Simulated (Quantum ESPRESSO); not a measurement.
# What a tighter setting buys: ecutwfc, Fe3Si (P4/mmm, 4 atoms in the cell)

```xyz
4
Lattice="2.8356 0.0000 0.0000 0.0000 2.8356 0.0000 0.0000 0.0000 5.5070" Properties=species:S:1:pos:R:3 pbc="T T T"
Fe     1.4178     1.4178     4.1730
Fe     1.4178     1.4178     1.3340
Fe     0.0000     0.0000     2.7535
Si     0.0000     0.0000     0.0000
```
Moments meant for the start (each program seeds them in its own way; μB, in the order of the atoms Fe Fe Fe Si): 4.0 4.0 4.0 0.0.

Method: PBEsol, PSlibrary PAW (PBE) pseudopotentials (plane waves; Quantum ESPRESSO).

Base settings: ecutwfc = 55 Ry; ecutrho = 330 Ry; occupations = smearing; smearing = fd; degauss = 0.0073499 Ry; nspin = 2; input_dft = pbesol; potentials = {Fe: Fe.pbe-n-kjpaw_psl.1.0.0.UPF, Si: Si.pbe-n-kjpaw_psl.1.0.0.UPF}; K_POINTS = automatic 9 9 5 0 0 0; conv_thr = 1e-10 Ry.

Misses are taken against the tightest run, 72 Ry (ecutrho: 330 Ry → 432 Ry), which need not be fully converged itself. The energy is the free energy per atom.

The count of work is k-points × plane waves × bands × iterations; it is no time, and leaves out set-up, grids and terms that scale otherwise. Core times come from one kind of shared machine and are given to one figure; runs under 30 s give none.

The starting cell comes from a database of computed structures (which also holds hypothetical and non-ambient phases and stackings), without a prior relaxation at this level. The magnetic order is the one reached from the typed start; others were not searched systematically. In the base run, with a pressure of about -9 GPa the cell is away from its equilibrium volume at this level.

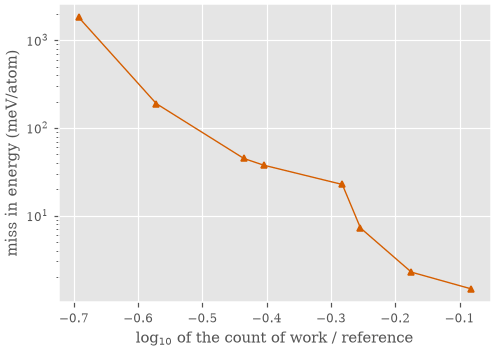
Figure: Miss against the count of work; the reference run is not drawn, and misses under 0.1 meV/atom are drawn there.

| ecutwfc | energy less reference (meV/atom) | pressure less reference (GPa) | largest difference in the force on any atom (eV/Å) | count of work / reference | core time / reference (rough) |
|---|---|---|---|---|---|
| 22 Ry (ecutrho: 330 Ry → 132 Ry) | 1838.47 | -141.07 | 0.291 | 0.20 | 0.5 |
| 28 Ry (ecutrho: 330 Ry → 168 Ry) | 189.57 | -21.24 | 0.010 | 0.27 | 0.5 |
| 33 Ry (ecutrho: 330 Ry → 198 Ry) | 44.93 | -1.18 | 0.010 | 0.37 | 0.7 |
| 38 Ry (ecutrho: 330 Ry → 228 Ry) | 37.68 | -0.15 | 0.009 | 0.39 | 0.7 |
| 44 Ry (ecutrho: 330 Ry → 264 Ry) | 22.70 | -1.15 | 0.011 | 0.52 | 1.0 |
| 50 Ry (ecutrho: 330 Ry → 300 Ry) | 7.24 | -0.63 | 0.000 | 0.56 | 0.8 |
| 55 Ry | 2.27 | -0.04 | 0.001 | 0.67 | 0.8 |
| 63 Ry (ecutrho: 330 Ry → 378 Ry) | 1.46 | 0.15 | 0.001 | 0.83 | 1 |
| 72 Ry (ecutrho: 330 Ry → 432 Ry) | 0.00 | 0.00 | 0.000 | 1.0 | 1 |

Coarsest setting among those run that, with all tighter ones, holds the energy within 20 meV/atom of the reference: 50 Ry (ecutrho: 330 Ry → 300 Ry), off by 7.2 meV/atom; its saving against the reference is no more than about a factor of 2 in the count of work.

Coarsest setting among those run that, with all tighter ones, holds the energy within 5 meV/atom of the reference: 55 Ry, off by 2.3 meV/atom; its saving against the reference is no more than about a factor of 2 in the count of work.

Smallest miss in the energy for at most 0.3 times the reference's count of work: 28 Ry (ecutrho: 330 Ry → 168 Ry), with a miss of 190 meV/atom at a count of 0.27.

The step from 28 Ry (ecutrho: 330 Ry → 168 Ry) to 63 Ry (ecutrho: 330 Ry → 378 Ry): it takes the miss in the energy from 190 to 1.5 meV/atom, for 3.1 times the count of work and roughly 2 times the time.
